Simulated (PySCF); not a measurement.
# C3H11NO2Si: the cost of one run

Computed with PySCF 2.14.0 and routines of our own; the level stands in each step. Atoms count from 0.

### Step 1. The system as given

18 atoms, charge 0, multiplicity 1; geometry from: GFN2-xTB.

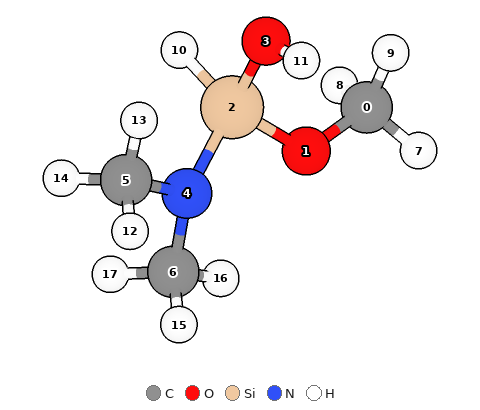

The starting geometry (carbon grey, oxygen red, silicon light orange, nitrogen blue, hydrogen white).

### Step 2. Magnetic properties: GIAO B3LYP/pcSseg-1

Job settings and geometry (Å):

```
{"job": {"kind": "mag", "xc": "B3LYP", "basis": "pcSseg-1", "isotopologues": 2}, "charge": 0, "multiplicity": 1}
C      2.766851    -0.943866    -0.305939
O      1.389585    -0.774579    -0.170279
Si     0.521276     0.420280    -0.854136
O      1.034529     1.921750    -0.485567
N     -1.033304     0.141868    -0.189409
C     -2.060904     1.131311    -0.389112
C     -1.574850    -1.184439    -0.019907
H      3.108669    -1.600852     0.494994
H      2.999583    -1.402416    -1.270113
H      3.291801     0.011854    -0.240391
H      0.682176     0.465515    -2.306268
H      1.012094     2.224065     0.419604
H     -2.730788     1.152872     0.475330
H     -1.604212     2.109016    -0.510632
H     -2.662977     0.918761    -1.281110
H     -2.225696    -1.205696     0.858747
H     -0.758602    -1.884005     0.124242
H     -2.163991    -1.495123    -0.891229
```

With the program's defaults for keys left out, this is: GIAO B3LYP/pcSseg-1 magnetisability, rotational g tensor and spin-rotation constants, non-relativistic, gas phase.

Run with:

```sh
$ OMP_NUM_THREADS=1 python excited_run.py task.json out
```

This one command runs all jobs of the session in turn.

Q: Estimate the wall time and peak memory of this first job on 1 thread of Intel Xeon Platinum 8488C, shared host.

About 31 s, with a peak of 0.79 GiB.
